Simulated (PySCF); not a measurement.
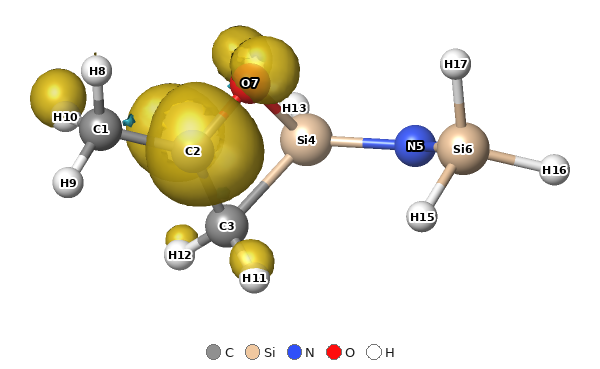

The picture shows: C₃H₁₀NOSi₂ (doublet). Isosurfaces of the spin density at +0.03 (yellow) and −0.03 e/Å³ (cyan), seen from one side.

Geometry: GFN2-xTB.

These are results of UKS B3LYP, pcH-1 on C H N O Si, non-relativistic, mean-field spin-orbit, GIAO (PySCF 2.14.0, density-fitted response routines), not measurements.

```xyz
17

C    -2.8510    0.3532    0.0133
C    -1.4120    0.1628    0.2950
C    -0.7824   -0.9686    1.0475
Si    0.5080   -0.8740   -0.3673
N     2.1216   -0.3777   -0.0547
Si    2.6558    1.1231    0.6443
O    -0.4995    0.3952   -0.7504
H    -2.9947    1.2614   -0.5682
H    -3.4070    0.4282    0.9466
H    -3.2696   -0.4838   -0.5635
H    -0.4340   -0.6876    2.0410
H    -1.4164   -1.8494    1.1487
H     0.4848   -1.9339   -1.3677
H     2.8312   -1.0336   -0.3269
H     1.9279    1.3555    1.8927
H     4.0829    0.9110    0.8985
H     2.4474    2.2303   -0.2894
```

> Which atoms carry the spin?

The unpaired spin (1 electron) lies mostly on C2 (about 0.6) and O7 (about 0.2), in electrons by Hirshfeld's partition.
